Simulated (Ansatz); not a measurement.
**WH5F2: geometry relaxation (part 1 of 2)**

The run: geometry relaxation of WH5F2, multiplicity 2. Method and program: UKS PBE/def2-mTZVP (Ansatz 0.2.0).

The input holds or restrains some coordinates. It belongs to a series of runs on one base structure; here: pulled along the bonds that form and break, towards end A. Figures and captions count atoms from 1; the log counts them from 0 in places.

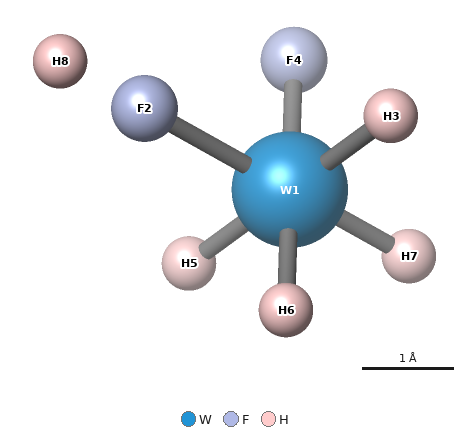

Figure 1. The input geometry (ball-and-stick view, seen at a tilt; atoms are numbered from 1 in the order of the input). Sticks mark near contacts. Bond lengths as drawn: F–W 1.85 to 2.10 Å and H–W 1.72 Å.

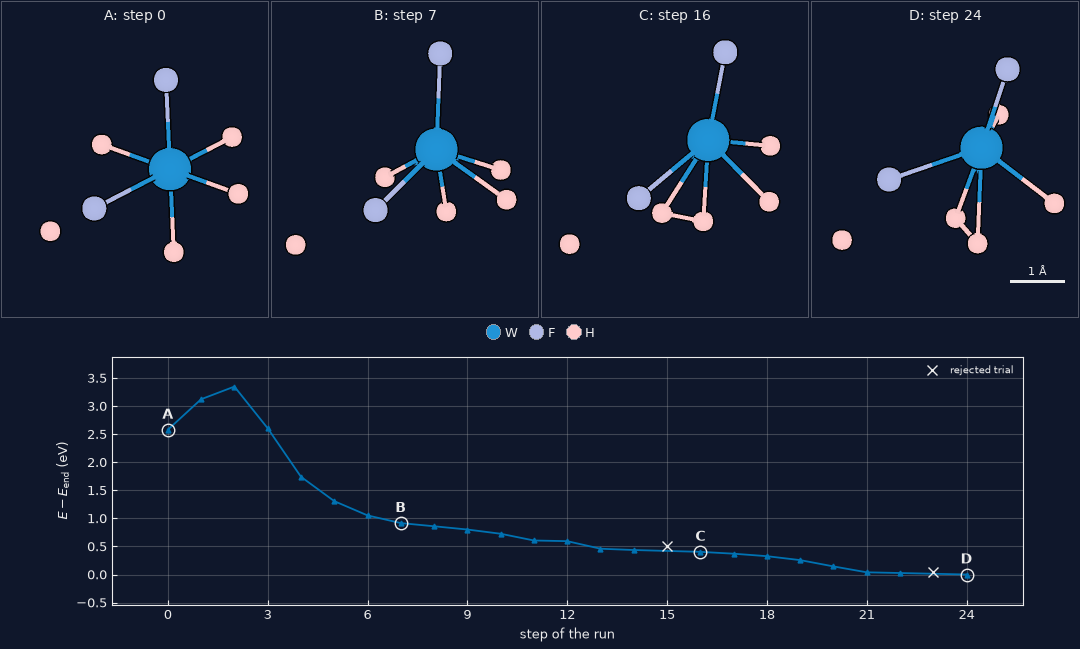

Figure 2. Frames of the restrained relaxation (ball-and-stick view, seen at a tilt) above the curves, on which the letters mark them (the first geometry is step 0 here and step 1 in the log).

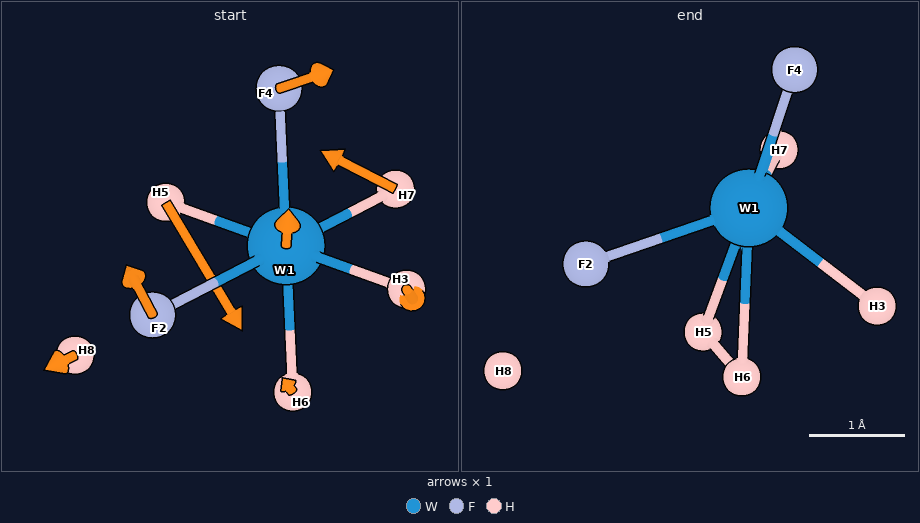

Figure 3. Before (left) and after (right) the restrained relaxation, at one scale (ball-and-stick view, seen at a tilt). The orange arrows give the displacements, at true length. The largest move after the best rigid fit is that of H5, 1.60 Å. By element the largest moves are H 1.60 Å, F 0.89 Å, W 0.53 Å. Among the contacts that change: H5–H6 2.432 → 0.803 Å, W1–H5 1.720 → 2.062 Å, W1–H6 1.720 → 2.055 Å, W1–F2 2.100 → 1.878 Å. Among the angles that change: H3–W1–H5 180.0° → 82.8°, F4–W1–H5 90.0° → 168.1°, H5–W1–H6 90.0° → 22.5°. After 24 geometry steps the energy has fallen by 2.578 eV. Largest force component: 6.6 eV/Å at the start, 0.69 eV/Å at the end. The line search rejected the trial steps at points 15, 23 (counted from 0) and went back. (Atoms are counted from 1 in the order of the input.)

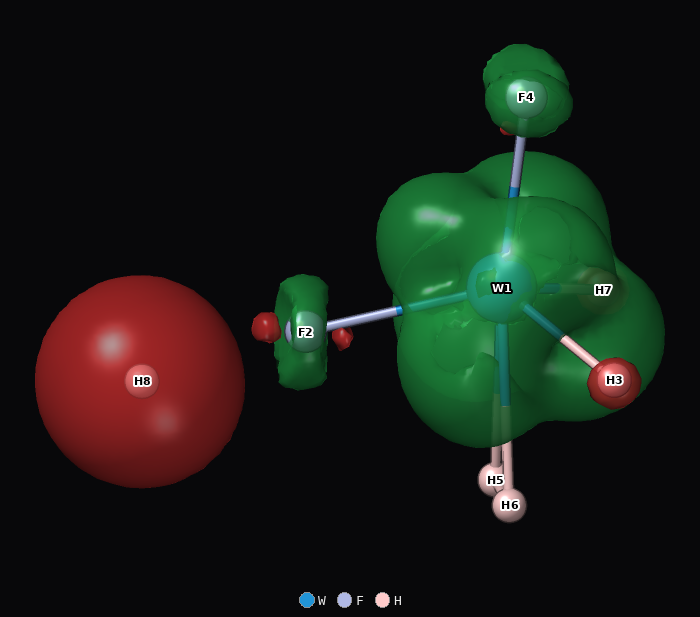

Figure 4. Isosurfaces of the spin density at +0.05 (green) and −0.05 e/Å³ (red), seen at a tilt. The unpaired spin (1 electron) lies mostly on W1 (about 1.6) and F4 (about 0.1), in electrons by Hirshfeld's partition, with opposite, polarisation-induced spin on H8.

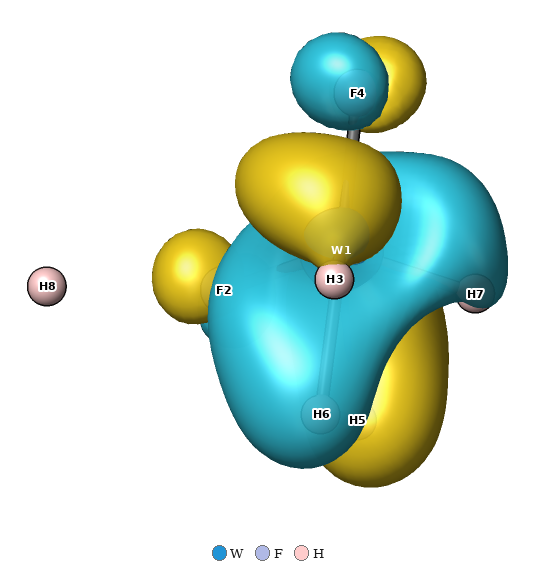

Figure 5. The LUMO (β) at ±0.08 Å⁻³ᐟ² (yellow and cyan are the two phases), seen at an oblique angle. By Hirshfeld shares it lies mainly on W1 (70 %). Its energy is −3.72 eV.

These pictures come from the run below.

Input file:
```yaml
crystal:
  periodic: [false, false, false]
  atoms:
    - { symbol: W, position_ang: [0.0, 0.0, 0.0] }
    - { symbol: F, position_ang: [0.0, 0.0, 2.1] }
    - { symbol: H, position_ang: [1.72, 0.0, 0.0] }
    - { symbol: F, position_ang: [0.0, 1.85, 0.0] }
    - { symbol: H, position_ang: [-1.72, 0.0, 0.0] }
    - { symbol: H, position_ang: [0.0, -1.72, 0.0] }
    - { symbol: H, position_ang: [0.0, 0.0, -1.72] }
    - { symbol: H, position_ang: [0.0, 0.0, 3.32] }
magnetization:
  spin_polarized: true
  initial_magnetization: 1
basis:
  gaussian: { orbitals: def2-mTZVP }
hamiltonian:
  xc: pbe
relax:
  f_tol: 0.15
  max_steps: 25
  restrain:
    - { distance: [1, 7], at: 2.12, k: 30.0 }
    - { distance: [0, 1], at: 1.85, k: 30.0 }
output:
  orbitals: {}
```

Command:
```bash
ansatz run input.yaml --threads 4 --pin off --max-ram 5120MiB --backend cpu --events-out ev --progress --plain --runs-dir out
```

Log:
```
The last accepted step is kept in [file] (removed where the run ends without a failure and the disk answers)
Engine: ansatz 0.2.0, aarch64-unknown-linux-gnu
Functional definition: PBE
  parameter kappa = 0.804
  parameter beta = 0.06672455060314922
  exchange = pbe_x(kappa = kappa, mu = beta*pi^2/3)
  correlation = pbe_c(beta = beta)
848 factors; their error is unknown
mean field evaluation 1: about -7329.7234 eV, gradient 3.0e1 eV
mean field evaluation 2: about -7290.0160 eV, gradient 9.3e1 eV
mean field evaluation 4: about -7333.2770 eV, gradient 6.3e0 eV
mean field evaluation 8: about -7333.4574 eV, gradient 1.5e-1 eV
mean field evaluation 16: about -7333.4451 eV, gradient 4.5e-3 eV
mean field evaluation 32: about -7332.6973 eV, gradient 6.0e-1 eV
mean field evaluation 64: about -7332.5567 eV, gradient 4.6e0 eV
mean field evaluation 96: about -7331.5777 eV, gradient 1.2e1 eV
mean field evaluation 128: about -7332.2544 eV, gradient 7.8e0 eV
mean field evaluation 160: about -7332.9339 eV, gradient 2.2e0 eV
mean field -7333.44514351 eV, -269.4991382362 hartree, gradient 2.0e-5 eV, S^2 0.810194; 9 other end points of the search recorded, 0 dependent functions left out
the calculation of the forces begins
reference -7333.44519187 eV, -269.4991400134 hartree; 19, 18 occupied and 70, 71 virtual orbitals, 848 factors
relax step   1: F+E_penalty+E_count = -7333.44514351 eV  Δ(F+E_penalty+E_count) = +0.000e0 eV  max|allowed force component| = 6.650e0 eV/Å  E_restraint = 13.08750000 eV  max|allowed force component, restraints' pulls added| = 2.785e1 eV/Å  Δτ_max = 0.0000 Å  (527 SCF iters, accepted)
  distance F 1 - H 7 = 1.2200 Å
  distance W 0 - F 1 = 2.1000 Å
these checks for a lower state are left out or cut short: starts, cluster_reference, orbital_swaps, neighbouring_geometries, increment
848 factors; their error is unknown
mean field -7332.90111725 eV, -269.4791456399 hartree, gradient 1.5e-5 eV, S^2 1.238399; 0 other end points of the search recorded, 0 dependent functions left out
[... from here on the field's lines of each further geometry are left out, up to the last ...]
WARN: the results are in doubt because the forces break the atoms' symmetry
relax step   2: F+E_penalty+E_count = -7332.90111725 eV  Δ(F+E_penalty+E_count) = +5.440e-1 eV  max|allowed force component| = 2.722e0 eV/Å  E_restraint = 4.82032825 eV  max|allowed force component, restraints' pulls added| = 1.735e1 eV/Å  Δτ_max = 0.1976 Å  (101 SCF iters, accepted)
relax step   3: F+E_penalty+E_count = -7332.67549494 eV  Δ(F+E_penalty+E_count) = +2.256e-1 eV  max|allowed force component| = 3.094e0 eV/Å  E_restraint = 0.77210472 eV  max|allowed force component, restraints' pulls added| = 6.811e0 eV/Å  Δτ_max = 0.1947 Å  (57 SCF iters, accepted)
relax step   4: F+E_penalty+E_count = -7333.41780460 eV  Δ(F+E_penalty+E_count) = -7.423e-1 eV  max|allowed force component| = 1.891e0 eV/Å  E_restraint = 0.01829166 eV  max|allowed force component, restraints' pulls added| = 1.557e0 eV/Å  Δτ_max = 0.1947 Å  (52 SCF iters, accepted)
relax step   5: F+E_penalty+E_count = -7334.28242281 eV  Δ(F+E_penalty+E_count) = -8.646e-1 eV  max|allowed force component| = 1.119e0 eV/Å  E_restraint = 0.01912552 eV  max|allowed force component, restraints' pulls added| = 1.326e0 eV/Å  Δτ_max = 0.1916 Å  (47 SCF iters, accepted)
relax step   6: F+E_penalty+E_count = -7334.71606463 eV  Δ(F+E_penalty+E_count) = -4.336e-1 eV  max|allowed force component| = 1.704e0 eV/Å  E_restraint = 0.03530928 eV  max|allowed force component, restraints' pulls added| = 2.056e0 eV/Å  Δτ_max = 0.1950 Å  (41 SCF iters, accepted)
relax step   7: F+E_penalty+E_count = -7334.97039764 eV  Δ(F+E_penalty+E_count) = -2.543e-1 eV  max|allowed force component| = 7.254e-1 eV/Å  E_restraint = 0.01654060 eV  max|allowed force component, restraints' pulls added| = 5.114e-1 eV/Å  Δτ_max = 0.1925 Å  (38 SCF iters, accepted)
relax step   8: F+E_penalty+E_count = -7335.10740328 eV  Δ(F+E_penalty+E_count) = -1.370e-1 eV  max|allowed force component| = 9.366e-1 eV/Å  E_restraint = 0.01487070 eV  max|allowed force component, restraints' pulls added| = 4.282e-1 eV/Å  Δτ_max = 0.1962 Å  (37 SCF iters, accepted)
relax step   9: F+E_penalty+E_count = -7335.16391843 eV  Δ(F+E_penalty+E_count) = -5.652e-2 eV  max|allowed force component| = 1.044e0 eV/Å  E_restraint = 0.02080604 eV  max|allowed force component, restraints' pulls added| = 4.153e-1 eV/Å  Δτ_max = 0.1554 Å  (36 SCF iters, accepted)
relax step  10: F+E_penalty+E_count = -7335.22184054 eV  Δ(F+E_penalty+E_count) = -5.792e-2 eV  max|allowed force component| = 1.221e0 eV/Å  E_restraint = 0.02493993 eV  max|allowed force component, restraints' pulls added| = 4.047e-1 eV/Å  Δτ_max = 0.1659 Å  (38 SCF iters, accepted)
relax step  11: F+E_penalty+E_count = -7335.29729795 eV  Δ(F+E_penalty+E_count) = -7.546e-2 eV  max|allowed force component| = 1.481e0 eV/Å  E_restraint = 0.02635999 eV  max|allowed force component, restraints' pulls added| = 1.006e0 eV/Å  Δτ_max = 0.1955 Å  (37 SCF iters, accepted)
relax step  12: F+E_penalty+E_count = -7335.41727442 eV  Δ(F+E_penalty+E_count) = -1.200e-1 eV  max|allowed force component| = 1.362e0 eV/Å  E_restraint = 0.02790261 eV  max|allowed force component, restraints' pulls added| = 6.491e-1 eV/Å  Δτ_max = 0.1981 Å  (37 SCF iters, accepted)
relax step  13: F+E_penalty+E_count = -7335.42920406 eV  Δ(F+E_penalty+E_count) = -1.193e-2 eV  max|allowed force component| = 1.891e0 eV/Å  E_restraint = 0.02611131 eV  max|allowed force component, restraints' pulls added| = 1.891e0 eV/Å  Δτ_max = 0.1947 Å  (37 SCF iters, accepted)
relax step  14: F+E_penalty+E_count = -7335.56383465 eV  Δ(F+E_penalty+E_count) = -1.346e-1 eV  max|allowed force component| = 1.241e0 eV/Å  E_restraint = 0.02322409 eV  max|allowed force component, restraints' pulls added| = 5.034e-1 eV/Å  Δτ_max = 0.2000 Å  (38 SCF iters, accepted)
relax step  15: F+E_penalty+E_count = -7335.58694988 eV  Δ(F+E_penalty+E_count) = -2.312e-2 eV  max|allowed force component| = 1.169e0 eV/Å  E_restraint = 0.02192660 eV  max|allowed force component, restraints' pulls added| = 4.006e-1 eV/Å  Δτ_max = 0.0825 Å  (33 SCF iters, accepted)
relax step  16: F+E_penalty+E_count = -7335.51445978 eV  Δ(F+E_penalty+E_count) = +7.249e-2 eV  max|allowed force component| = 1.360e0 eV/Å  E_restraint = 0.02553535 eV  max|allowed force component, restraints' pulls added| = 1.360e0 eV/Å  Δτ_max = 0.1914 Å  (37 SCF iters, rejected (line search))
relax step  17: F+E_penalty+E_count = -7335.61965106 eV  Δ(F+E_penalty+E_count) = -3.270e-2 eV  max|allowed force component| = 1.143e0 eV/Å  E_restraint = 0.02421728 eV  max|allowed force component, restraints' pulls added| = 1.773e-1 eV/Å  Δτ_max = 0.0957 Å  (37 SCF iters, accepted)
relax step  18: F+E_penalty+E_count = -7335.65247429 eV  Δ(F+E_penalty+E_count) = -3.282e-2 eV  max|allowed force component| = 1.008e0 eV/Å  E_restraint = 0.02947421 eV  max|allowed force component, restraints' pulls added| = 2.014e-1 eV/Å  Δτ_max = 0.0984 Å  (36 SCF iters, accepted)
relax step  19: F+E_penalty+E_count = -7335.69682013 eV  Δ(F+E_penalty+E_count) = -4.435e-2 eV  max|allowed force component| = 8.684e-1 eV/Å  E_restraint = 0.03619217 eV  max|allowed force component, restraints' pulls added| = 4.749e-1 eV/Å  Δτ_max = 0.1464 Å  (36 SCF iters, accepted)
relax step  20: F+E_penalty+E_count = -7335.76676652 eV  Δ(F+E_penalty+E_count) = -6.995e-2 eV  max|allowed force component| = 9.309e-1 eV/Å  E_restraint = 0.04779697 eV  max|allowed force component, restraints' pulls added| = 9.309e-1 eV/Å  Δτ_max = 0.1956 Å  (36 SCF iters, accepted)
relax step  21: F+E_penalty+E_count = -7335.87889493 eV  Δ(F+E_penalty+E_count) = -1.121e-1 eV  max|allowed force component| = 7.561e-1 eV/Å  E_restraint = 0.03869698 eV  max|allowed force component, restraints' pulls added| = 9.214e-1 eV/Å  Δτ_max = 0.1947 Å  (36 SCF iters, accepted)
relax step  22: F+E_penalty+E_count = -7335.98400237 eV  Δ(F+E_penalty+E_count) = -1.051e-1 eV  max|allowed force component| = 7.233e-1 eV/Å  E_restraint = 0.02344118 eV  max|allowed force component, restraints' pulls added| = 7.042e-1 eV/Å  Δτ_max = 0.1950 Å  (36 SCF iters, accepted)
relax step  23: F+E_penalty+E_count = -7335.99647725 eV  Δ(F+E_penalty+E_count) = -1.247e-2 eV  max|allowed force component| = 8.198e-1 eV/Å  E_restraint = 0.01266071 eV  max|allowed force component, restraints' pulls added| = 4.445e-1 eV/Å  Δτ_max = 0.2000 Å  (38 SCF iters, accepted)
relax step  24: F+E_penalty+E_count = -7335.97827811 eV  Δ(F+E_penalty+E_count) = +1.820e-2 eV  max|allowed force component| = 1.047e0 eV/Å  E_restraint = 0.01580536 eV  max|allowed force component, restraints' pulls added| = 5.305e-1 eV/Å  Δτ_max = 0.1684 Å  (37 SCF iters, rejected (line search))
the calculation of the forces begins
reference -7336.02327980 eV, -269.5938829976 hartree; 19, 18 occupied and 70, 71 virtual orbitals, 848 factors
relax step  25: F+E_penalty+E_count = -7336.02323255 eV  Δ(F+E_penalty+E_count) = -2.676e-2 eV  max|allowed force component| = 6.920e-1 eV/Å  E_restraint = 0.01344695 eV  max|allowed force component, restraints' pulls added| = 1.432e-1 eV/Å  Δτ_max = 0.0816 Å  (37 SCF iters, accepted)
  distance F 1 - H 7 = 2.1300 Å
  distance W 0 - F 1 = 1.8782 Å
848 factors; their error is unknown
mean field evaluation 384: about -7290.2218 eV, gradient 8.3e1 eV
mean field evaluation 416: about -7336.0232 eV, gradient 1.3e-4 eV
mean field evaluation 448: about -7335.6890 eV, gradient 2.9e-1 eV
mean field evaluation 480: about -7336.0232 eV, gradient 5.4e-4 eV
mean field -7336.02323255 eV, -269.5938812612 hartree, gradient 2.5e-5 eV, S^2 1.752804; 8 other end points of the search recorded, 0 dependent functions left out
the calculation of the forces begins
reference -7336.02327980 eV, -269.5938829976 hartree; 19, 18 occupied and 70, 71 virtual orbitals, 848 factors
Total energy: -7336.02327980 eV, -269.5938829976 hartree
Atom 0 at     0.135072     0.505081     0.063952 Å, force     0.371879     0.203035    -0.692050 eV/Å
Atom 1 at    -0.719288     0.270719     1.720110 Å, force    -0.395242    -0.067345     0.390975 eV/Å
Atom 2 at     1.531947    -0.408865    -0.334945 Å, force     0.021189    -0.015387     0.018289 eV/Å
Atom 3 at     0.776219     2.277722    -0.075713 Å, force    -0.062835    -0.143172     0.007301 eV/Å
Atom 4 at    -0.799408    -1.323244    -0.126676 Å, force     0.100233    -0.017254    -0.008773 eV/Å
Atom 5 at    -0.062689    -1.539495     0.106851 Å, force    -0.101222     0.063830    -0.010733 eV/Å
Atom 6 at    -0.742690     0.326775    -1.402125 Å, force    -0.009255     0.004737     0.029482 eV/Å
Atom 7 at    -0.119163     0.021308     3.748547 Å, force     0.075253    -0.028443     0.265510 eV/Å
Dipole moment:    -0.081981    -0.347666    -0.093825 e Å
```

Trajectory as extended XYZ (Å, eV, eV/Å), 25 frames, from step=1 to step=25:
```
8
Properties=species:S:1:pos:R:3:forces:R:3 step=1 energy=-7333.44514
W     0.0000    0.0000    0.0000    0.0000   2.9357  -1.5970
F     0.0000    0.0000    2.1000    0.0000   0.0295   6.6499
H     1.7200    0.0000    0.0000    1.5654  -1.3449  -0.1046
F     0.0000    1.8500    0.0000    0.0000   1.0163   0.0714
H    -1.7200    0.0000    0.0000   -1.5654  -1.3449  -0.1046
H     0.0000   -1.7200    0.0000    0.0000  -1.0175  -0.0098
H     0.0000    0.0000   -1.7200    0.0000  -0.1979   0.0609
H     0.0000    0.0000    3.3200    0.0000  -0.0763  -4.9663
```
